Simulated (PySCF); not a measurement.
# Si4H10O4: geometry, NMR shifts and electronic excitations

Aim: predict the NMR shifts and electronic excitations of Si4H10O4 (`O[SiH2]O[SiH](O[SiH3])O[SiH3]`).

The runs use PySCF 2.14.0, with density-fitted response routines of our own; the level of theory stands in each step. All values are computed, except where a source is named. Atoms are numbered from 0 throughout.

### 1 The starting structure

18 atoms, charge 0, multiplicity 1; geometry from: GFN2-xTB. The atoms were then displaced at random by about 0.01 Å, so the start is not that level's minimum.

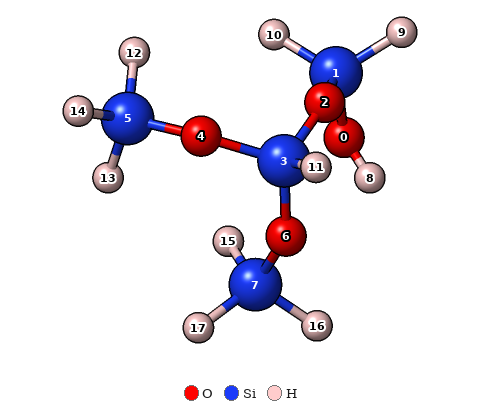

The starting geometry (oxygen red, silicon blue, hydrogen pink), atoms numbered.

### 2 Geometry optimisation at PBE0-D3(BJ)/def2-SVP

What the job is given:

```
{"job": {"xc": "PBE0", "basis": "def2-SVP", "d3": "d3bj", "grid": 1, "shake": 0.01, "kind": "geom"}, "charge": 0, "multiplicity": 1}
O      2.131740     1.303240    -0.951560
Si     1.066210     2.204560    -0.081160
O      0.407760     1.357270     1.142660
Si    -0.196280    -0.061000     1.507140
O     -1.730150    -0.163480     0.912520
Si    -2.638670    -0.172680    -0.422800
O      0.690820    -1.246310     0.889170
Si     1.103480    -2.080980    -0.439010
H      2.711690     0.715110    -0.531070
H      1.720820     3.291130     0.656490
H      0.051660     2.578410    -1.046270
H     -0.262630    -0.206310     2.950170
H     -2.635510     1.161850    -1.045390
H     -2.139070    -1.186310    -1.342860
H     -3.957820    -0.534450     0.106510
H      0.887590    -1.296150    -1.649350
H      2.508920    -2.364420    -0.206750
H      0.251920    -3.287540    -0.434180
```

Run with:

```sh
> OMP_NUM_THREADS=1 python probes_run.py task.json out
```

This one command runs all jobs of the session in turn.

Log:

```text
step   0  E = -1463.75280811  max force = 0.037307
step   1  E = -1463.76866560  max force = 0.006762
step   2  E = -1463.76974163  max force = 0.002961
step   3  E = -1463.77024377  max force = 0.003583
step   4  E = -1463.77050927  max force = 0.003560
step   5  E = -1463.77082184  max force = 0.002798
step   6  E = -1463.77098255  max force = 0.001721
step   7  E = -1463.77105184  max force = 0.001040
step   8  E = -1463.77112487  max force = 0.001546
step   9  E = -1463.77116185  max force = 0.001624
step  10  E = -1463.77126547  max force = 0.001576
step  11  E = -1463.77131580  max force = 0.001266
step  12  E = -1463.77134463  max force = 0.000720
step  13  E = -1463.77135770  max force = 0.000517
step  14  E = -1463.77136700  max force = 0.000592
step  15  E = -1463.77137926  max force = 0.000559
step  16  E = -1463.77139186  max force = 0.000351
optimisation converged
```

It took 9.3 min on 1 thread of Arm Neoverse N1, shared host; peak memory 0.95 GiB.

Relaxation path:

```
step  energy from step 0 (eV)  largest force component (eV/Å)
   0                   0.0000                          1.9184
   1                  -0.4315                          0.3477
   2                  -0.4608                          0.1523
   3                  -0.4744                          0.1842
   4                  -0.4817                          0.1831
   5                  -0.4902                          0.1439
   6                  -0.4946                          0.0885
   7                  -0.4964                          0.0535
   8                  -0.4984                          0.0795
   9                  -0.4994                          0.0835
  10                  -0.5023                          0.0810
  11                  -0.5036                          0.0651
  12                  -0.5044                          0.0370
  13                  -0.5048                          0.0266
  14                  -0.5050                          0.0304
  15                  -0.5053                          0.0287
  16                  -0.5057                          0.0180
```

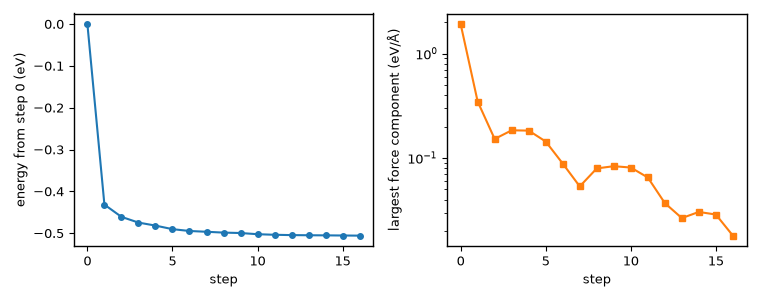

Energy and force, step by step.

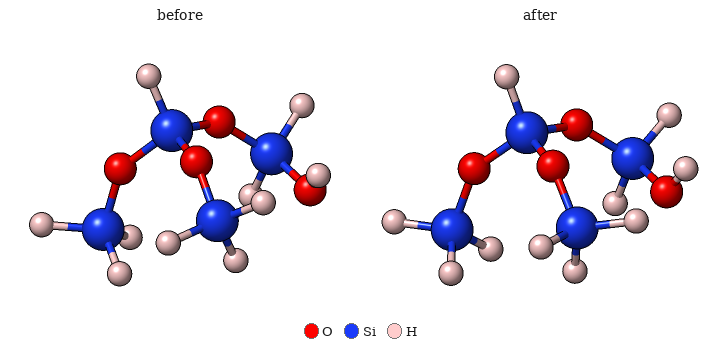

Before and after, at one scale.

Close pairs (by a distance rule), those that changed most:

```
   bond  before (Å)  after (Å)  change (Å)
 O2–Si3       1.584      1.651      +0.067
 O4–Si5       1.615      1.660      +0.045
 O6–Si7       1.622      1.664      +0.042
 Si3–O6       1.604      1.643      +0.039
Si7–H16       1.452      1.490      +0.038
Si5–H13       1.457      1.494      +0.037
  O0–H8       0.927      0.962      +0.035
Si1–H10       1.449      1.484      +0.034
```

The end geometry stands in the next job.

```
                         at the end point                value
  point group (found at 0.08 Å tolerance)                   C1
rotational constants (GHz, main isotopes)  1.089, 0.772, 0.596
                        dipole moment (D)                 0.97
```

### 3 NMR shieldings: PBE0/pcSseg-1

What the job is given:

```
{"job": {"kind": "nmr", "xc": "PBE0", "basis": "pcSseg-1"}, "charge": 0, "multiplicity": 1}
O      2.224623     1.076663    -0.845523
Si     1.182262     2.136042    -0.097351
O      0.400921     1.398642     1.163317
Si    -0.236022    -0.068383     1.571909
O     -1.784714    -0.163793     1.035421
Si    -2.802287    -0.210949    -0.275110
O      0.669408    -1.259675     0.892139
Si     1.092832    -1.982976    -0.545467
H      3.002981     0.805519    -0.348824
H      1.911013     3.301485     0.472402
H      0.210012     2.528116    -1.147237
H     -0.219727    -0.211697     3.035860
H     -2.516026     0.932863    -1.192122
H     -2.610492    -1.491111    -1.020556
H     -4.206042    -0.123698     0.213974
H      0.395353    -1.329926    -1.691698
H      2.570520    -1.907790    -0.723417
H      0.687726    -3.417580    -0.485104
```

Method: GIAO PBE0/pcSseg-1 NMR shielding, non-relativistic, gas phase.

Log:

```text
coarse grid: 17040 points
cycle   1  E = -1463.8947197394  dE =  7.401e-01  |g| = 1.351e+00  |ddm| = 3.943e+00
cycle   2  E = -1463.4328719961  dE =  4.618e-01  |g| = 2.067e+00  |ddm| = 2.331e+00
cycle   3  E = -1464.2048742031  dE = -7.720e-01  |g| = 9.732e-02  |ddm| = 1.617e+00
cycle   4  E = -1464.2064908118  dE = -1.617e-03  |g| = 5.142e-02  |ddm| = 1.311e-01
cycle   5  E = -1464.2069052383  dE = -4.144e-04  |g| = 1.915e-02  |ddm| = 4.410e-02
cycle   6  E = -1464.2069682145  dE = -6.298e-05  |g| = 2.247e-03  |ddm| = 1.423e-02
cycle   7  E = -1464.2069689856  dE = -7.712e-07  |g| = 1.136e-03  |ddm| = 2.554e-03
final grid: 146256 points
cycle   8  E = -1464.2902903112  dE = -1.093e-05  |g| = 1.125e-02  |ddm| = 1.610e-02
cycle   9  E = -1464.2902641183  dE =  2.619e-05  |g| = 1.665e-02  |ddm| = 1.646e-02
cycle  10  E = -1464.2903104856  dE = -4.637e-05  |g| = 4.275e-04  |ddm| = 1.024e-02
cycle  11  E = -1464.2903105111  dE = -2.548e-08  |g| = 2.080e-04  |ddm| = 4.363e-04
cycle  12  E = -1464.2903105183  dE = -7.189e-09  |g| = 4.234e-05  |ddm| = 1.489e-04
cycle  13  E = -1464.2903105186  dE = -2.942e-10  |g| = 6.816e-06  |ddm| = 3.740e-05
converged SCF energy = -1464.2903105186

GIAO shielding tensors (ppm)
atom      isotropic    diamagn.    paramagn.     s11        s22        s33       span
  0 O      269.152     392.533    -123.381    224.030    278.920    304.506     80.476
  1 Si     383.099     880.613    -497.514    375.497    380.517    393.282     17.785
  2 O      220.109     404.052    -183.943    162.002    238.250    260.075     98.074
  3 Si     425.105     882.067    -456.962    416.417    420.225    438.673     22.255
  4 O      278.194     402.503    -124.309    246.518    289.200    298.866     52.348
  5 Si     391.156     879.838    -488.682    349.189    360.442    463.836    114.647
  6 O      280.548     403.744    -123.196    251.265    288.069    302.309     51.045
  7 Si     390.566     880.652    -490.085    351.214    365.861    454.624    103.410
  8 H       29.243      32.330      -3.087     23.117     24.454     40.158     17.041
  9 H       26.219      27.630      -1.411     22.474     23.841     32.341      9.866
 10 H       26.255      31.346      -5.091     22.910     24.673     31.181      8.271
 11 H       27.036      28.601      -1.565     23.426     23.815     33.867     10.440
 12 H       26.038      31.240      -5.202     22.410     25.416     30.289      7.880
 13 H       26.037      30.550      -4.513     22.522     25.189     30.400      7.878
 14 H       26.237      27.900      -1.663     22.847     24.196     31.668      8.821
 15 H       26.015      33.218      -7.203     23.560     24.912     29.573      6.014
 16 H       26.395      30.373      -3.979     22.851     25.297     31.036      8.185
 17 H       26.257      29.284      -3.027     23.001     24.229     31.539      8.539
```

It took 1.7 min on 1 thread of Arm Neoverse N1, shared host; peak memory 1 GiB.

The references, computed at this level on geometries of the same kind, shield at (ppm): ¹H TMS 31.27, ²⁹Si TMS 352.0, ¹⁷O H2O 334.6. Their shielding less the atom's gives the shift. The references are single molecules in the gas phase, so shifts against H2O, NH3, PH3, H3PO4 or CFCl3 are not on the usual liquid scales and can be off by tens of ppm. Atoms listed in one row are averaged.

```
                       atoms                          environment  σ (ppm)  δ (ppm)
H12, H13, H14, H15, H16, H17    hydrogen on a silicon bonded to O    26.16     5.10
                     H9, H10  hydrogen on a silicon bonded to 2 O    26.24     5.03
                         H11  hydrogen on a silicon bonded to 3 O    27.04     4.23
                          H8   hydrogen on an oxygen bonded to Si    29.24     2.02
                          O2                oxygen bonded to 2 Si    220.1    114.5
                          O0               oxygen bonded to Si, H    269.2     65.4
                      O4, O6                oxygen bonded to 2 Si    279.4     55.2
                         Si1           silicon bonded to 2 O, 2 H    383.1    -31.1
                    Si5, Si7             silicon bonded to O, 3 H    390.9    -38.9
                         Si3             silicon bonded to 3 O, H    425.1    -73.1
```

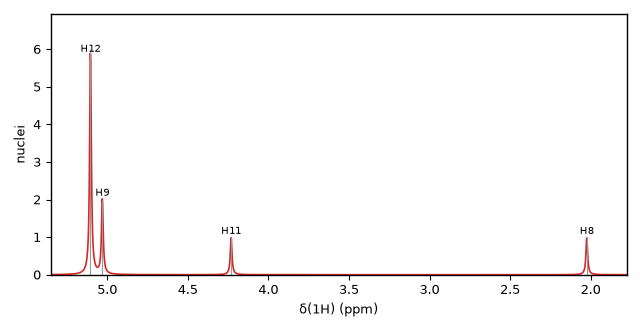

¹H lines at the computed shifts, without couplings. Lines are broadened to a width of 0.01 ppm (Lorentzian).

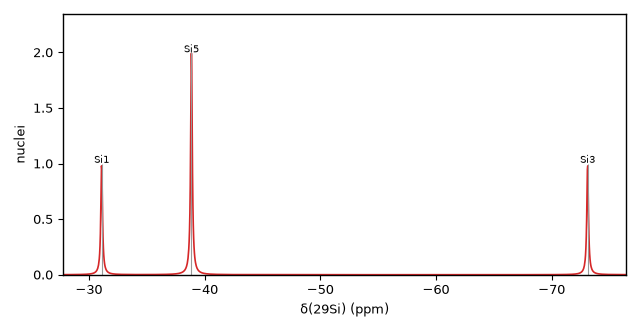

²⁹Si lines at the computed shifts, without couplings. Lines are broadened to a width of 0.17 ppm (Lorentzian).

The run also stored atomic charges by several schemes (e):

```
   atoms  Mulliken    IAO  Hirshfeld  ESP fit
      O0     -0.58  -0.78      -0.29    -0.72
     Si1      0.98   1.18       0.46     0.82
      O2     -0.76  -0.88      -0.32    -0.56
     Si3      1.30   1.45       0.52     0.91
  O4, O6     -0.77  -0.87      -0.31    -0.50
Si5, Si7      0.70   0.85       0.38     0.56
```

Mulliken charges:

O0 -0.58; Si1 0.98; O2 -0.76; Si3 1.30; O4 -0.76; Si5 0.69; O6 -0.77; Si7 0.71; H8 0.26; H9 -0.14; H10 -0.13; H11 -0.14; H12 -0.11; H13 -0.11; H14 -0.11; H15 -0.11; H16 -0.13; H17 -0.11

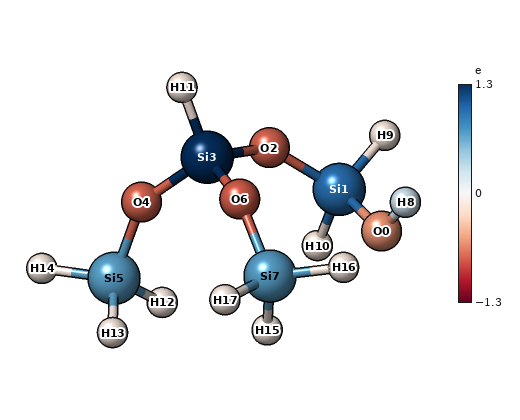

Mulliken charges, as colours on the atoms.

Mayer bond orders: O0–Si1 0.99, Si1–O2 0.93, O2–Si3 0.92, Si3–O4 0.94, O4–Si5 0.90, Si3–O6 0.93, O6–Si7 0.87.

The fields below are evaluated on a grid from the run's orbitals.

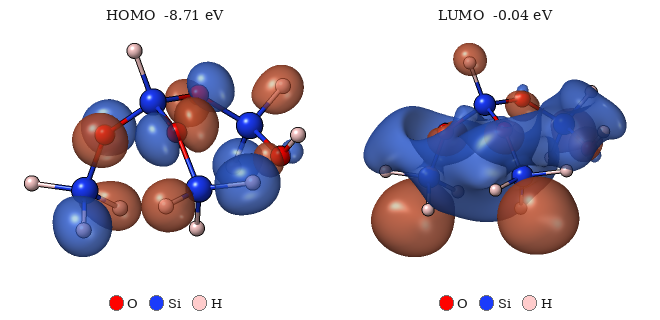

PBE0/pcSseg-1 orbitals near the gap, drawn at the value that encloses 70 % of each; the two colours are the two signs.

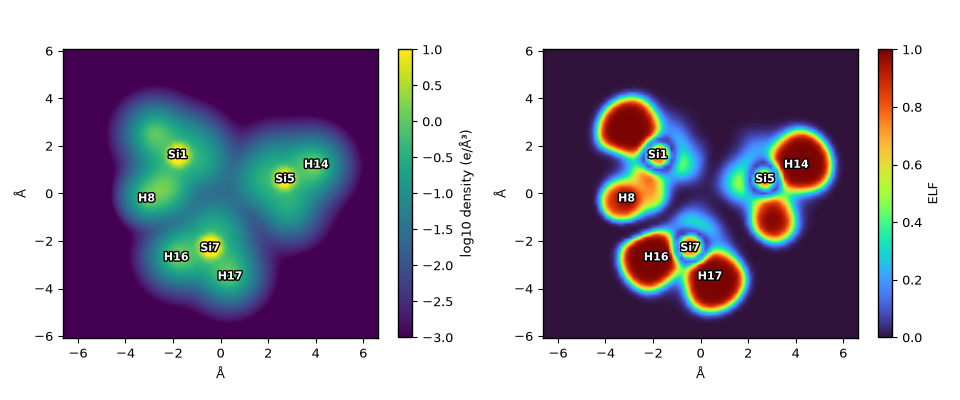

Density (left) and ELF (right) in a plane through or near 7 of the atoms.

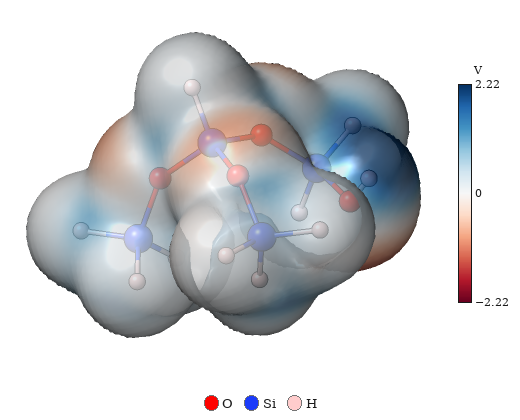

The potential that a unit positive charge feels on the 0.002 e/bohr³ surface, from -1.08 V near O0 to 2.22 V near H8.

(Part 1 of 2 ends here.)
